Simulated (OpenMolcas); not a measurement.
C₂H₄F₂: single-point calculation (part 2 of 2)

Continued. System: C₂H₄F₂, SMILES FCCF. Method: RI-MP2/aug-cc-pVDZ, RHF (OpenMolcas 26.06). The geometry comes from this level: GFN2-xTB.

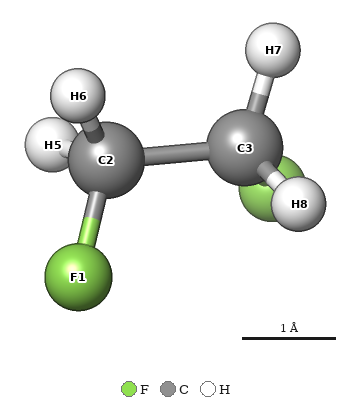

The input geometry (ball-and-stick view, seen at an oblique angle; atoms are numbered from 1 in the order of the input).

**What the program printed, continued**
```
Iter     Tot. SCF        One-elec.       Two-elec.     Energy      Max Dij or  Max Fij      DNorm      TNorm      AccCon     Time
         Energy          Energy          Energy        Change      Delta Norm                                                in Sec.
   1  -276.441112409  -634.503257506   230.628312687   0.00E+00    1.70E-01*   1.33E-01*    8.76E+00   1.82E+02   None         0.
   2  -276.840286832  -635.839611075   231.565491833  -3.99E-01*   1.25E-01*   6.48E-02*    1.03E+01   1.84E+02   EDIIS        0.
   3  -276.919075886  -637.277547831   232.924639536  -7.88E-02*   1.75E-02*   2.95E-02*    1.00E+01   1.83E+02   c2DIIS       0.
   4  -276.963476043  -636.324366224   231.927057772  -4.44E-02*   1.13E-02*   2.32E-03*    1.01E+01   1.83E+02   QNRc2DIIS    0.
   5  -276.963812417  -636.524827573   232.127182746  -3.36E-04*   5.00E-03*   1.18E-03*    1.01E+01   1.83E+02   QNRc2DIIS    0.
   6  -276.963859816  -636.461195734   232.063503509  -4.74E-05*   8.55E-04    2.12E-04*    1.01E+01   1.83E+02   QNRc2DIIS    0.
   7  -276.963861291  -636.461771977   232.064078276  -1.47E-06*   2.93E-04    1.25E-04     1.01E+01   1.83E+02   QNRc2DIIS    0.
   8  -276.963861627  -636.462136013   232.064441977  -3.36E-07*   9.26E-05    1.71E-05     1.01E+01   1.83E+02   QNRc2DIIS    0.
   9  -276.963861644  -636.462034237   232.064340183  -1.74E-08*   2.62E-05    5.34E-06     1.01E+01   1.83E+02   QNRc2DIIS    0.
  10  -276.963861645  -636.462061252   232.064367197  -1.15E-09*   4.46E-06    9.44E-07     1.01E+01   1.83E+02   QNRc2DIIS    0.
  11  -276.963861645  -636.462071566   232.064377511  -3.76E-11    8.73E-07    1.64E-07     1.01E+01   1.83E+02   QNRc2DIIS    0.

       Convergence after  11 Iterations
--

 *****************************************************************************************************************************
 *                                             SCF/KS-DFT Program, Final results                                             *
 *                                                       Final Results                                                       *
 *****************************************************************************************************************************

::    Total SCF energy                               -276.9638616452
      One-electron energy                            -636.4620715662
      Two-electron energy                             232.0643775114
      Nuclear repulsion energy                        127.4338324096
      Kinetic energy (interpolated)                   276.7084503168
      Virial theorem                                    1.0009230341
      Total spin, S(S+1)                                0.0000000000
      Total spin, S                                     0.0000000000
      Max non-diagonal density matrix element           0.0000004594
      Max non-diagonal Fock matrix element              0.0000000387

      All orbitals with orbital energies smaller than  E(LUMO)+0.5 are printed

++    Molecular orbitals:
      -------------------

      Title: SCF orbitals

      Molecular orbitals for symmetry species 1: a

          Orbital            1         2         3         4         5         6         7         8         9        10
          Energy          -26.3010  -26.3009  -11.3306  -11.3300   -1.6149   -1.6059   -1.0443   -0.8877   -0.7372   -0.7368
          Occ. No.          2.0000    2.0000    2.0000    2.0000    2.0000    2.0000    2.0000    2.0000    2.0000    2.0000

          Orbital           11        12        13        14        15        16        17        18        19        20
          Energy           -0.7123   -0.6809   -0.6803   -0.6247   -0.5376   -0.5342   -0.5074    0.0334    0.0487    0.0530
          Occ. No.          2.0000    2.0000    2.0000    2.0000    2.0000    2.0000    2.0000    0.0000    0.0000    0.0000

          Orbital           21        22        23        24        25        26        27        28        29        30
          Energy            0.0580    0.1082    0.1084    0.1214    0.1339    0.1517    0.1728    0.1738    0.1949    0.2381
          Occ. No.          0.0000    0.0000    0.0000    0.0000    0.0000    0.0000    0.0000    0.0000    0.0000    0.0000

          Orbital           31        32        33        34        35        36        37        38        39        40
          Energy            0.2618    0.2774    0.2807    0.2989    0.3113    0.3284    0.3377    0.3546    0.3691    0.3945
          Occ. No.          0.0000    0.0000    0.0000    0.0000    0.0000    0.0000    0.0000    0.0000    0.0000    0.0000

          Orbital           41        42        43        44        45        46        47        48        49
          Energy            0.3970    0.4170    0.4230    0.4301    0.4647    0.4864    0.4999    0.5136    0.5310
          Occ. No.          0.0000    0.0000    0.0000    0.0000    0.0000    0.0000    0.0000    0.0000    0.0000

--

++    Molecular charges:
      ------------------

      Mulliken charges per centre and basis function type
      ---------------------------------------------------

                F1      C2      C3      F4      H5      H6      H7      H8
      1s       4.0659  2.7920  2.7920  4.0658  1.0948  1.1364  1.1363  1.0945
      2px      1.6904  0.6106  0.7337  1.8568 -0.0065  0.0192  0.0180 -0.0158
      2pz      1.8254  0.7755  0.6549  1.6982  0.0128 -0.0075 -0.0059  0.0204
      2py      1.9847  0.9159  0.9136  1.9453 -0.0099 -0.0229 -0.0234 -0.0082
      3d2+     0.0061  0.0421  0.0363  0.0034  0.0000  0.0000  0.0000  0.0000
      3d1+     0.0089  0.0046  0.0015  0.0076  0.0000  0.0000  0.0000  0.0000
      3d0      0.0049  0.0095  0.0174  0.0078  0.0000  0.0000  0.0000  0.0000
      3d1-     0.0024  0.0276  0.0278  0.0052  0.0000  0.0000  0.0000  0.0000
      3d2-     0.0040  0.0134  0.0142  0.0023  0.0000  0.0000  0.0000  0.0000
      Total    9.5926  5.1912  5.1914  9.5925  1.0913  1.1251  1.1251  1.0909

      N-E     -0.5926  0.8088  0.8086 -0.5925 -0.0913 -0.1251 -0.1251 -0.0909

      Total electronic charge=   34.000000

      Total            charge=   -0.000000
--

++    Molecular properties:
      ---------------------

      Charge (e):
                      =   -0.0000
      Dipole Moment (debye):
      Origin of the operator (angstrom)=   -0.4513   -0.0882   -0.0699
                   X=  2.5609E+00               Y=  5.0007E-01               Z=  3.9587E-01           Total=  2.6391E+00
      Quadrupole Moment (debye*angstrom):
      Origin of the operator (angstrom)=   -0.4513   -0.0882   -0.0699
                  XX= -2.2360E+01              XY=  6.2692E-01              XZ=  1.1851E+00              YY= -2.2839E+01
                  YZ= -3.0575E+00              ZZ= -2.5841E+01
      In traceless form (debye*angstrom)
                  XX=  1.9795E+00              XY=  9.4039E-01              XZ=  1.7777E+00              YY=  1.2620E+00
                  YZ= -4.5863E+00              ZZ= -3.2414E+00
--

--- Stop Module: scf /rc=_RC_ALL_IS_WELL_ ---
--- Module scf spent 2 seconds ---

--- Start Module: mbpt2 ---

                                               &MBPT2

                       available to each process: 1.9 GB of memory, 1 thread

WARNING!
Default frozen orbitals as non valence orbitals is overwritten by user input.
Default values:   4

      Cartesian coordinates in angstrom:
      -----------------------------------------------------
      No.  Label        X            Y            Z
      -----------------------------------------------------
       1   F1        -1.22178000   0.78389000   0.99695000
       2   C2        -0.11599000   0.72993000   0.18956000
       3   C3         0.22172000  -0.70937000  -0.17328000
       4   F4        -0.49928000  -1.12031000  -1.26342000
       5   H5        -0.34281000   1.31214000  -0.70875000
       6   H6         0.70541000   1.18638000   0.74985000
       7   H7         1.27835000  -0.79826000  -0.44271000
       8   H8        -0.02562000  -1.38441000   0.65180000
      -----------------------------------------------------
      Nuclear repulsion energy =  127.43383241

      Contents of RUNFILE file:
      -------------------------

      Symmetry species                           1
                                                 a
      Number of basis functions                128
      Frozen occupied orbitals                   4
      Active occupied orbitals                  13
      Active external orbitals                 111
      Deleted external orbitals                  0

      Reference numbers of frozen occupied orbitals according to the original input sequence
      symmetry species 1                        1  2  3  4

      Energies of the active occupied orbitals

      symmetry species 1                    -1.614905     -1.605920     -1.044301     -0.887673     -0.737175
                                            -0.736757     -0.712251     -0.680882     -0.680290     -0.624723
                                            -0.537579     -0.534221     -0.507449

      Energies of the active external orbitals

      symmetry species 1                     0.033388      0.048653      0.052990      0.058025      0.108230
                                             0.108439      0.121413      0.133861      0.151713      0.172754
                                             0.173780      0.194888      0.238076      0.261755      0.277420
                                             0.280686      0.298911      0.311270      0.328402      0.337738
                                             0.354574      0.369142      0.394524      0.396970      0.417002
                                             0.422989      0.430063      0.464740      0.486353      0.499855
                                             0.513627      0.530966      0.536193      0.549442      0.592810
                                             0.602269      0.620314      0.629309      0.656262      0.662917
                                             0.675541      0.682191      0.728365      0.771917      0.790607
                                             0.805095      0.811854      0.844660      0.876214      0.965325
                                             1.009244      1.022374      1.080821      1.156732      1.168691
                                             1.278717      1.344673      1.417207      1.417417      1.455811
                                             1.483847      1.545697      1.555928      1.605847      1.612063
                                             1.662990      1.663603      1.743782      1.753033      1.797655
                                             1.856615      1.862997      1.872135      1.906699      1.925453
                                             1.960887      1.964226      2.032215      2.098932      2.102643
                                             2.162020      2.185866      2.202362      2.235871      2.301391
                                             2.351087      2.443763      2.451627      2.500255      2.584995
                                             2.604844      2.641456      2.732910      2.792892      2.887464
                                             2.899284      2.919453      2.954529      3.082281      3.649286
                                             3.656313      4.976714      4.992908      5.031172      5.033534
                                             5.077449      5.086616      5.113303      5.127235      5.149724
                                             5.189151

      ********************************************************************************************************
      *                                               Results                                                *
      ********************************************************************************************************

       SCF energy                           =     -276.9638616452 a.u.
       Second-order correlation energy      =       -0.6963878173 a.u.
       ( Opposite-Spin contribution         =       -0.5187208078 )

       Total energy                         =     -277.6602494625 a.u.

       Reference weight ( Cref**2 )         =        0.84811

::    Total MBPT2 energy                             -277.6602494625

       Zeroth-order energy (E0)             =      -44.8994841338 a.u.

       Shanks-type energy S1(E)             =     -277.6623455000 a.u.

--- Stop Module: mbpt2 /rc=_RC_ALL_IS_WELL_ ---

.##################.
.# Happy landing! #.
.##################.

    Timing: Wall=5.06 User=4.44 System=0.20
```

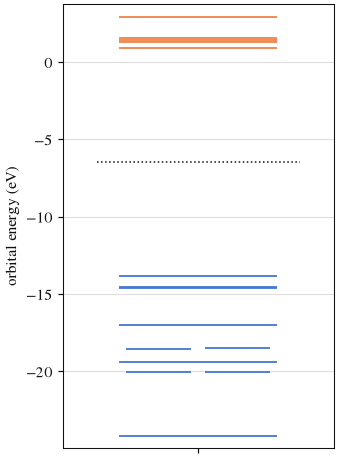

Orbital energies near the frontier (SCF reference); the dotted line parts filled from empty levels, and levels within 0.02 eV of each other stand side by side. Highest filled −13.81 eV, lowest empty 0.91 eV, 14.72 eV apart.

The run was set up as follows.

**The input**
```
&GATEWAY
BasLib
$CurrDir
Coord
8
bohr
F     -2.30882958     1.48133741     1.88396246
C     -0.21918933     1.37936779     0.35821648
C      0.41899008    -1.34051502    -0.32745174
F     -0.94350246    -2.11707907    -2.38751778
H     -0.64781701     2.47958524    -1.33934339
H      1.33303171     2.24193328     1.41701113
H      2.41573139    -1.50849278    -0.83660065
H     -0.04841478    -2.61615574     1.23172349
Basis
aug-cc-pVDZ
Group
NoSym
RICD
CDThreshold
1e-05
&SEWARD
&SCF
PrOrbitals
1 1
&MBPT2
Frozen
4
```

Launched with:
```bash
export MOLCAS_MEM=1860
pymolcas job.inp > job.log
```

**Summary**

- outcome: converged
- total energy: −277.660249 hartree
- SCF energy: −276.963862 hartree
- MP2 energy: −277.660249 hartree
- correlation energy: −0.696388 hartree
- basis functions: 128
- HOMO of the SCF reference: −13.81 eV
- LUMO of the SCF reference: 0.91 eV
- hardware: 1 thread of Arm Neoverse V2, 24 GiB of memory available, shared host
- wall time: 5.4 s
- peak memory: 0.1 GiB
